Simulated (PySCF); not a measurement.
CH9BF2Si3

```xyz
16

F    -1.8455    3.2491    0.5502
B    -1.1321    2.4246   -0.2008
F    -1.0618    2.8445   -1.4548
Si   -0.3977    0.7053    0.4343
Si   -1.9479   -1.0248    0.2284
C     1.1976    0.2734   -0.5323
Si    2.1467   -1.2633    0.0562
H     0.0037    0.8207    1.8543
H    -1.9394   -1.9167    1.3896
H    -3.3267   -0.5396    0.0877
H    -1.6966   -1.8625   -0.9489
H     0.9364    0.1417   -1.5840
H     1.8767    1.1277   -0.5040
H     3.3094   -1.4815   -0.8110
H     1.2633   -2.4296   -0.0064
H     2.6063   -1.0599    1.4300
```

Geometry: GFN2-xTB.

Level of theory: wB97X-D/def2-SVPD, SCF density, gas phase in PySCF.

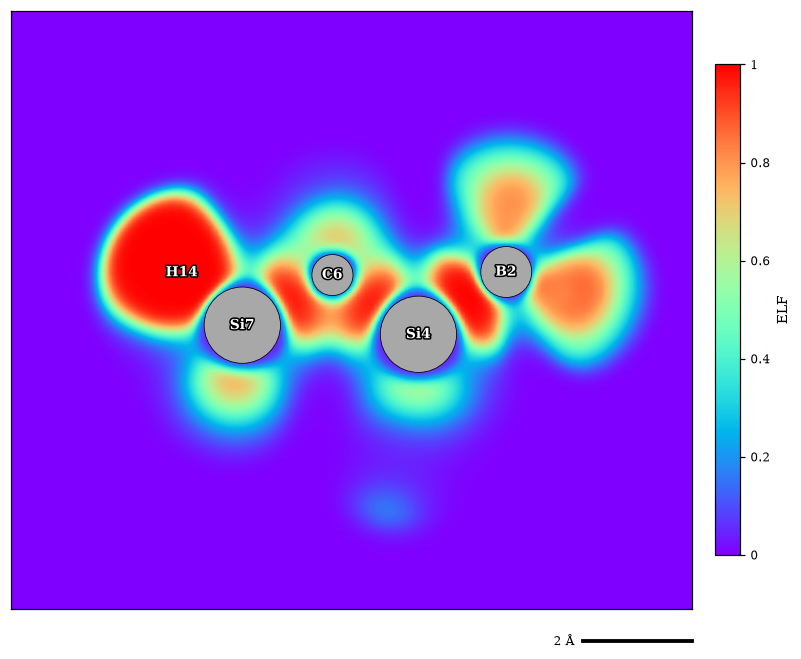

Figure 1. ELF on the plane of atoms B2, Si4 and C6. Grey discs cover the atomic cores.

**Interpret the plot.**

The section cuts through B, Si, C and H sites.
C–Si (1.90 Å): the ELF peaks at about 0.95 between the atoms; localised, covalent bonding.
Si–B (1.97 Å): the ELF peaks at about 1 between the atoms: a covalent bond.
Si–H (1.47 Å): the ELF climbs to about 1 towards the hydrogen, as it does in any bond to H.
The ELF also peaks beside F1, away from the bonds: lone-pair regions.

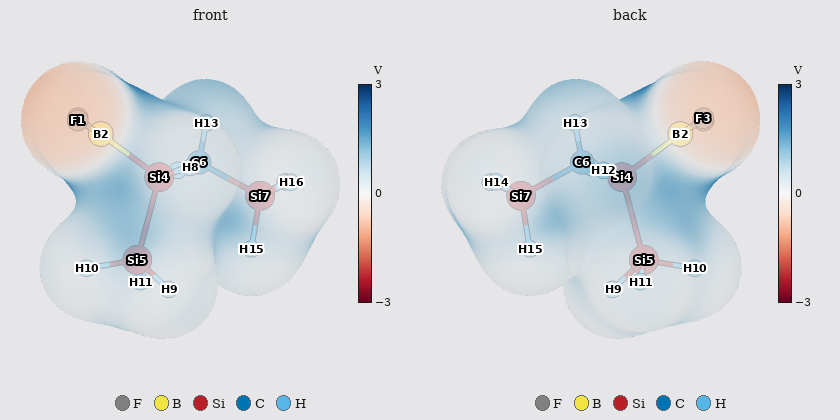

Figure 2. The molecular electrostatic potential painted on the density surface at 0.002 e/bohr³, seen from the front and from behind; the colour scale runs from red (negative) to blue (positive).

**Describe the electrostatic potential map.**

The most negative region (about −0.7 V) lies over F1 and F3, the most positive (about +2.0 V) over B2.
